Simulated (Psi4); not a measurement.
# [BGeH4]− (SMILES [BH2][GeH2-]) at 6 levels

Wanted: a comparison of 6 runs (HF/STO-3G, HF/3-21G, HF/def2-SVP, B3LYP/6-31G*, PBE0/def2-SVP, CCSD/aug-cc-pVDZ) of [BGeH4]−. 

The calculation is run with Psi4 1.11.

2 further runs of the same task are left out: 2 set aside as unsound or not needed.

## Step 1: The molecule

[BGeH4]− has 6 atoms, charge -1, and is taken as a singlet. As SMILES, `[BH2][GeH2-]`. Geometry: a GFN2-xTB relaxation, a rough one for these elements and not checked as a minimum.

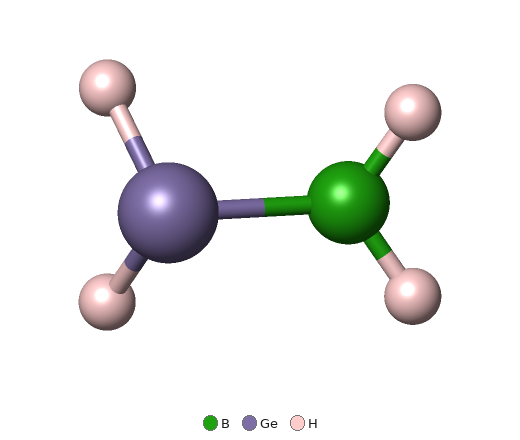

Viewed from a chosen angle; boron green, germanium purple, hydrogen pink.

## Step 2: Energy and gradient at HF/STO-3G (run 1)

File bgeh4.inp:

```
memory 1600 mb

molecule m {
  -1 1
  B     -0.055110    -0.930570     0.059830
  Ge     0.436750     0.951420     0.350140
  H     -0.768420    -1.523630     0.825470
  H      0.678000    -1.694820    -0.510870
  H      0.696530     1.497810    -1.140470
  H     -0.987750     1.699790     0.415910
  units angstrom
  symmetry c1
}

set {
  puream        true
  e_convergence 1e-09
  d_convergence 1e-08
  scf_type      pk
}

e, wfn = gradient('scf/STO-3G', return_wfn=True)
```

Run with:

```
$ psi4 -i bgeh4.inp -o bgeh4.out -n 1
```

bgeh4.out:

```text
[...]
  Running in c1 symmetry.
[...]
  Nuclear repulsion =   83.590383792358466
[...]
  Multiplicity = 1
[...]
  Nalpha       = 21
  Nbeta        = 21
[...]
    Number of basis functions: 27
[...]
   @RHF iter   1: -2077.73719324117383   -3.57797e+00   2.60808e-02 DIIS/ADIIS
[...]
   @RHF iter  12: -2078.24081894579740    1.81899e-12   2.39523e-09 DIIS
[...]
    Orbital Energies [Eh]
    ---------------------
    Doubly Occupied:
       1A   -400.124433     2A    -49.973890     3A    -45.037105
       4A    -45.036904     5A    -45.036468     6A     -7.081661
       7A     -6.069827     8A     -4.111809     9A     -4.111758
      10A     -4.106921    11A     -0.415535    12A     -0.304598
      13A     -0.253352    14A     -0.249196    15A     -0.247615
      16A     -0.243711    17A     -0.240825    18A     -0.198985
      19A     -0.076233    20A     -0.060172    21A      0.083751
[...]
  @RHF Final Energy: -2078.24081894579740
   => Energetics <=
    Nuclear Repulsion Energy =             83.5903837923584661
    One-Electron Energy =               -3097.8679129083238877
    Two-Electron Energy =                 936.0367101701683623
    Total Energy =                      -2078.2408189457974004
[...]
 Multipole Moments:
 ------------------------------------------------------------------------------------
     Multipole            Electronic (a.u.)      Nuclear  (a.u.)        Total (a.u.)
 ------------------------------------------------------------------------------------
 L = 1.  Multiply by 2.5417464519 to convert [e a0] to [Debye]
 Dipole X            :          2.2180455           -2.0854895            0.1325560
 Dipole Y            :          3.8981366           -3.6096524            0.2884842
 Dipole Z            :          1.8967487           -1.7916949            0.1050537
 Magnitude           :                                                    0.3344107
[...]
  -Total Gradient:
     Atom            X                  Y                   Z
    ------   -----------------  -----------------  -----------------
       1       -0.021539804068    -0.002272278873    -0.022914387578
       2        0.049082426801    -0.020880321604     0.055450086018
       3       -0.006007608978    -0.008447595712     0.018382751158
       4        0.017616161071    -0.011299835695    -0.003431762009
       5        0.001715772799     0.018810928402    -0.043311467604
       6       -0.040866947639     0.024089103545    -0.004175219975
[...]
```

Run time: 2.7 s. Hardware: 1 thread of Intel Xeon Platinum 8375C at 2.90GHz (Ice Lake), shared host; peak memory 0.19 GiB.

## Step 3: The energy at HF/3-21G (run 2)

File input.inp:

```
memory 1.6 GB

molecule system {
  -1 1
  B     -0.055110    -0.930570     0.059830
  Ge     0.436750     0.951420     0.350140
  H     -0.768420    -1.523630     0.825470
  H      0.678000    -1.694820    -0.510870
  H      0.696530     1.497810    -1.140470
  H     -0.987750     1.699790     0.415910
  symmetry c1
}

set {
  basis 3-21G
  puream true
  e_convergence 1e-09
  d_convergence 1e-08
  scf_type pk
}

E, wfn = energy("scf", return_wfn=True)
```

Run with:

```
$ psi4 -n 1 input.inp input.out
```

input.out:

```text
[...]
  Running in c1 symmetry.
[...]
  Nuclear repulsion =   83.590383792358466
[...]
  Multiplicity = 1
[...]
  Nalpha       = 21
  Nbeta        = 21
[...]
    Number of basis functions: 39
[...]
   @RHF iter   1: -2091.43129905774822   -4.01320e+00   2.32130e-02 DIIS/ADIIS
[...]
   @RHF iter  12: -2092.13277958159733   -2.27374e-12   3.02762e-09 DIIS
[...]
    Orbital Energies [Eh]
    ---------------------
    Doubly Occupied:
       1A   -402.408461     2A    -51.636386     3A    -45.647633
       4A    -45.647374     5A    -45.647210     6A     -7.348382
       7A     -6.863953     8A     -4.818396     9A     -4.817918
      10A     -4.814934    11A     -1.267088    12A     -1.266669
      13A     -1.263528    14A     -1.262888    15A     -1.261430
      16A     -0.520427    17A     -0.411987    18A     -0.289626
      19A     -0.193062    20A     -0.184051    21A     -0.063790
[...]
  @RHF Final Energy: -2092.13277958159733
   => Energetics <=
    Nuclear Repulsion Energy =             83.5903837923584661
    One-Electron Energy =               -3096.1759405463276380
    Two-Electron Energy =                 920.4527771723720662
    Total Energy =                      -2092.1327795815973332
[...]
 Multipole Moments:
 ------------------------------------------------------------------------------------
     Multipole            Electronic (a.u.)      Nuclear  (a.u.)        Total (a.u.)
 ------------------------------------------------------------------------------------
 L = 1.  Multiply by 2.5417464519 to convert [e a0] to [Debye]
 Dipole X            :          2.1736936           -2.0854895            0.0882041
 Dipole Y            :          3.7550887           -3.6096524            0.1454363
 Dipole Z            :          1.8664877           -1.7916949            0.0747928
 Magnitude           :                                                    0.1858107
[...]
```

Wall time 2.3 s (1 thread of Intel Xeon Platinum 8375C at 2.90GHz (Ice Lake), shared host); peak memory 0.2 GiB.

Runs 3 to 5 aren't shown in full; the table further down has their settings and results.

## Step 4: The energy at CCSD/aug-cc-pVDZ (run 6)

File bgeh4.xyz:

```xyz
6
BGeH4
B     -0.055110    -0.930570     0.059830
Ge     0.436750     0.951420     0.350140
H     -0.768420    -1.523630     0.825470
H      0.678000    -1.694820    -0.510870
H      0.696530     1.497810    -1.140470
H     -0.987750     1.699790     0.415910
```

File calc.py:

```python
import psi4

psi4.set_memory(1600000000)
psi4.set_num_threads(1)
psi4.set_output_file('output.dat', False)

with open('bgeh4.xyz') as f:
    atoms = ''.join(f.readlines()[2:])
mol = psi4.geometry('-1 1\n' + atoms + 'symmetry c1')

psi4.set_options({
    'puream': True,
    'e_convergence': 1e-09,
    'd_convergence': 1e-08,
    'scf_type': 'pk',
    'num_frozen_docc': 10,
})

e, wfn = psi4.energy("ccsd/aug-cc-pVDZ", return_wfn=True)
print(f'total energy {e:.8f} hartree = {e * 27.211386:.5f} eV')
```

Run with:

```
$ python calc.py
```

output.dat:

```text
[...]
  Running in c1 symmetry.
[...]
  Nuclear repulsion =   83.590383792358466
[...]
  Multiplicity = 1
[...]
  Nalpha       = 21
  Nbeta        = 21
[...]
    Number of basis functions: 95
[...]
   @RHF iter   1: -2101.37288693784240   -3.86384e+00   1.32655e-02 ADIIS/DIIS
[...]
   @RHF iter  13: -2102.29779675804139   -9.09495e-12   4.60945e-09 DIIS
[...]
    Orbital Energies [Eh]
    ---------------------
    Doubly Occupied:
       1A   -405.037953     2A    -51.940181     3A    -46.028884
       4A    -46.028704     5A    -46.028264     6A     -7.412567
       7A     -6.956320     8A     -4.931081     9A     -4.930042
      10A     -4.928771    11A     -1.398662    12A     -1.397515
      13A     -1.394679    14A     -1.393868    15A     -1.392352
      16A     -0.535685    17A     -0.427123    18A     -0.301660
      19A     -0.208097    20A     -0.200189    21A     -0.079416
[...]
  @RHF Final Energy: -2102.29779675804139
   => Energetics <=
    Nuclear Repulsion Energy =             83.5903837923584661
    One-Electron Energy =               -3105.8723290438847471
    Two-Electron Energy =                 919.9841484934852360
    Total Energy =                      -2102.2977967580409313
[...]
 Multipole Moments:
 ------------------------------------------------------------------------------------
     Multipole            Electronic (a.u.)      Nuclear  (a.u.)        Total (a.u.)
 ------------------------------------------------------------------------------------
 L = 1.  Multiply by 2.5417464519 to convert [e a0] to [Debye]
 Dipole X            :          2.0933486           -2.0854895            0.0078592
 Dipole Y            :          3.6561990           -3.6096524            0.0465465
 Dipole Z            :          1.7921524           -1.7916949            0.0004575
 Magnitude           :                                                    0.0472076
[...]
      * MP2 total energy                      = -2102.534391856179354
[...]
      * CCSD total energy                     = -2102.574702505681671
```

On the terminal:

```text
total energy -2102.57470251 hartree = -57213.97182 eV
```

It took 53 s on 1 thread of Intel Xeon Platinum 8375C at 2.90GHz (Ice Lake), shared host; peak memory 0.68 GiB.

## Step 5: Overview of the runs

| run | level | task | integration grid | energy (Eh) | HOMO energy (eV) | LUMO energy (eV) | HOMO–LUMO gap (eV) | wall time |
| --- | --- | --- | --- | --- | --- | --- | --- | --- |
| 1 | HF/STO-3G | gradient | – | -2078.240819 | 2.28 | 13.54 | 11.26 | 2.7 s |
| 2 | HF/3-21G | energy | – | -2092.132780 | -1.74 | 7.45 | 9.18 | 2.3 s |
| 3 | HF/def2-SVP | energy | – | -2102.038468 | -1.88 | 7.09 | 8.97 | 3.3 s |
| 4 | B3LYP/6-31G* (spherical functions) | energy | 99 radial × 590 angular | -2103.997988 | 0.17 | 4.13 | 3.97 | 9.3 s |
| 5 | PBE0/def2-SVP | energy | 99 radial × 590 angular | -2103.643090 | -0.11 | 3.95 | 4.06 | 13 s |
| 6 | CCSD/aug-cc-pVDZ | energy | – | -2102.574703 | -2.16 | 3.81 | 5.97 | 53 s |

## Step 6: Summary of results

| quantity | value |
| --- | --- |
| run 6: total energy | -2102.57470 Eh |
| run 6: HOMO energy (Hartree–Fock orbitals) | -2.16 eV |
| run 6: LUMO energy (Hartree–Fock orbitals) | 3.81 eV |
| run 6: HOMO–LUMO gap (to an unbound level, set by the basis) | 5.97 eV |
| run 6: correlation energy (10 core orbitals frozen) | -276.9 mEh |
| run 6: T1 diagnostic | 0.022 |

Over runs 1, 2, 3, 4, 5 the HOMO–LUMO gap runs from 3.97 eV (B3LYP/6-31G*) to 11.26 eV (HF/STO-3G). The two ends differ in method and basis. The empty levels of an anion lie above zero and hang on the basis. Totals of different functionals can't be ranked against each other. In runs 1, 4 the HOMO lies above zero, so the outermost electron may be held by the basis alone. In run 1 the basis is minimal, so the values are rough. All runs together took 84 s, the longest 53 s.
